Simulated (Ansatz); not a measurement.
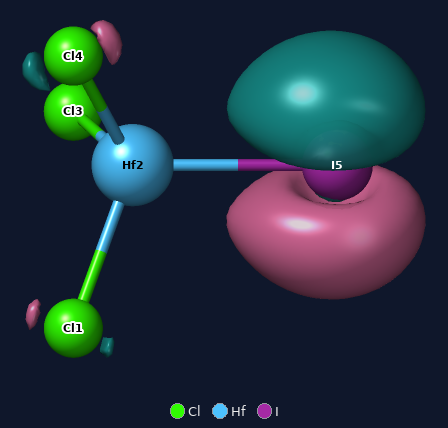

Figure. Cl$_{3}$HfI (SMILES [Cl][Hf]([Cl])([Cl])[I]). The HOMO at ±0.15 Å⁻³ᐟ² (teal and pink are the two phases), seen from one side.

Geometry: PBE0-D4/def2-TZVP; core potentials replace the inner electrons of Hf and I.

Level of theory: Ansatz, RKS PBE0-D4/def2-TZVPP.

```yaml
atoms:
  - { symbol: Cl, position_ang: [-0.7730, -0.3020, 2.1775] }
  - { symbol: Hf, position_ang: [0.0051, -0.0829, 0.0082] }
  - { symbol: Cl, position_ang: [2.0897, -1.0757, -0.1606] }
  - { symbol: Cl, position_ang: [-1.4629, -1.1338, -1.4409] }
  - { symbol: I, position_ang: [0.1909, 2.5208, -0.6256] }
```

Describe this orbital and give its energy.

Answer. By Hirshfeld shares it lies mainly on I5 (about 85 %); largely a lone pair of I5. It is one of a degenerate set, so its orientation is arbitrary. Its energy is −8.40 eV.
